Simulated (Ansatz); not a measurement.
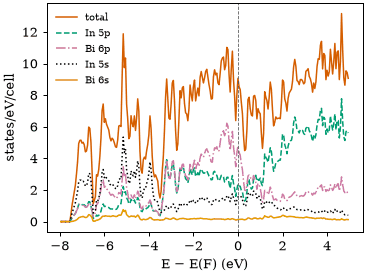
Fig. 1. Total and projected density of states of In₅Bi₃ in space group I4/mcm (No. 140; In on 4c, In on 16l, Bi on 4a, Bi on 8h), plane-wave PAW r²SCAN (Ansatz code)

Which orbitals carry the states next to the Fermi level?

Within 0.5 eV of the Fermi level: Bi 6p 50 %, In 5p 27 %, In 5s 18 %. Projections are on Löwdin-orthogonalised atomic valence shells; empty p or d shells of many metals are not among them.

Where is the tallest occupied peak in this window, and what makes it?

Near -5.1 eV, about 12 states/eV per cell; the largest projected share is In 5s.

The first step of the workflow began from a Materials Project structure, measured or hypothetical; the Crystallography Open Database files this formula in space group No. 140, but the cells were not matched. Whether it is the stable phase at ambient conditions was not checked. Symmetry was held in the r²SCAN relaxation; whether a distortion lowers the energy is not shown. Scalar-relativistic: spin–orbit coupling is off unless named, which matters more the heavier the elements.

Potentials: the later of the program's two PAW sets.
